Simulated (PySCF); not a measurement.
## Sb⁻: atomic calculation

- system: Sb⁻, configuration 1s2 2s2 2p6 3s2 3p6 3d10 4s2 4p6 4d10 5s2 5p4, multiplicity 3.
- method: unrestricted LDA, aug-cc-pVDZ-PP with ECP28, scalar-relativistic core potential (PySCF)

**Output (extracts)**
```
damping factor = 0
level_shift factor = 0
DIIS = <class 'pyscf.scf.diis.CDIIS'>
diis_start_cycle = 1
diis_space = 10
diis_damp = 0
SCF conv_tol = 1e-09
SCF conv_tol_grad = None
number electrons alpha = 13  beta = 11
XC functionals = LDA,VWN
    P. A. M. Dirac.,  Math. Proc. Cambridge Philos. Soc. 26, 376 (1930)
    F. Bloch.,  Z. Phys. 57, 545 (1929)
    S. H. Vosko, L. Wilk, and M. Nusair.,  Can. J. Phys. 58, 1200 (1980)
cycle= 1 E= -239.87232939407  delta_E= -0.0125  |g|= 0.0296  |ddm|= 0.585
cycle= 2 E= -239.87252828255  delta_E= -0.000199  |g|= 0.0158  |ddm|= 0.153
cycle= 3 E= -239.872773052724  delta_E= -0.000245  |g|= 0.0143  |ddm|= 0.129
cycle= 4 E= -239.872974482593  delta_E= -0.000201  |g|= 0.00038  |ddm|= 0.052
cycle= 5 E= -239.872974812325  delta_E= -3.3e-07  |g|= 4.21e-05  |ddm|= 0.0024
cycle= 6 E= -239.872974818116  delta_E= -5.79e-09  |g|= 3.23e-06  |ddm|= 0.000377
cycle= 7 E= -239.87297481814  delta_E= -2.45e-11  |g|= 4.46e-07  |ddm|= 2.02e-05
converged SCF energy = -239.87297481814  <S^2> = 2.0045816  2S+1 = 3.0030529
```

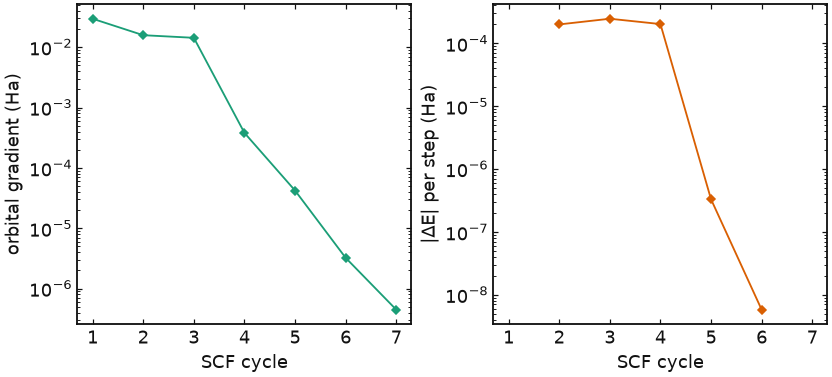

**Figure 1.** Convergence: orbital gradient and change of the energy from step to step (the smallest changes aren't drawn) against the SCF cycle. The residual falls at every step. It goes from 0.030 to 4.5×10⁻⁷ in 7 steps.

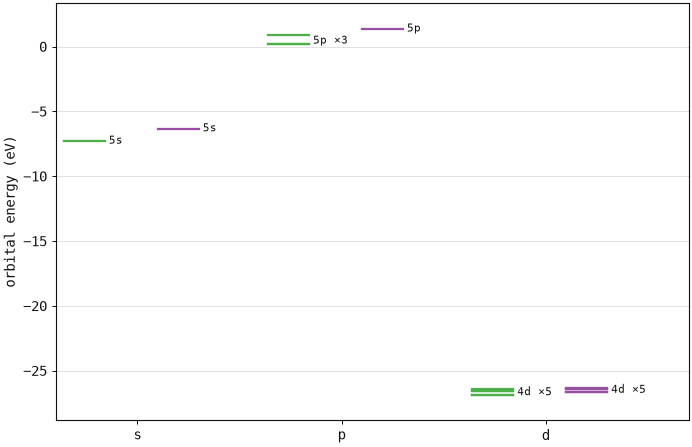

**Figure 2.** Orbital energies of the mean field, from the top down to −26.8 eV, by angular momentum, α spin at the left of each column and β at the right; ×n counts the orbitals under one label. Empty levels that the record names by l alone aren't drawn. The highest filled orbital is 5p β at 1.37 eV, the lowest empty one p β at 1.30 eV. A filled level above zero isn't a property of the atom (see the remarks).

**Input file**
```python
from pyscf import gto, scf, dft, mp, cc
mol = gto.M(atom="Sb 0 0 0", charge=-1, spin=2, symmetry="D2h",
            basis="aug-cc-pVDZ-PP",
            ecp="aug-cc-pVDZ-PP")
mf = dft.UKS(mol, xc="LDA,VWN")
mf.irrep_nelec = {'Ag': (4, 4), 'B1g': (1, 1), 'B2g': (1, 1), 'B3g': (1, 1), 'B1u': (2, 1), 'B2u': (2, 2), 'B3u': (2, 1)}
mf.kernel()
```

The script is an equivalent of what the driver set up; the driver started from orbitals of its own, so the log can be shorter than this script's would be, and it computed the properties (radii, ⟨L²⟩, response) afterwards. It held the occupations shell by shell, which the script's counts by irreducible representation don't always enforce.

**Key numbers**

| quantity | value |
| --- | --- |
| outcome | converged; a filled orbital lies above zero |
| total energy (valence electrons, under a core potential) | −239.872975 hartree |
| ⟨S²⟩ | 2.005 |
| ⟨L²⟩ | 2.02 |
| SCF iterations | 7 |
| hardware | 1 CPU thread, shared host |

**Remarks**

The highest filled orbital (5p, 1.37 eV) lies above zero. That is common for anions, where the functional's self-interaction leaves the outer electrons unbound; only the finite basis holds them, so such levels depend on it. The driver held the occupations shell by shell, and empty p levels lie below the filled 5p.
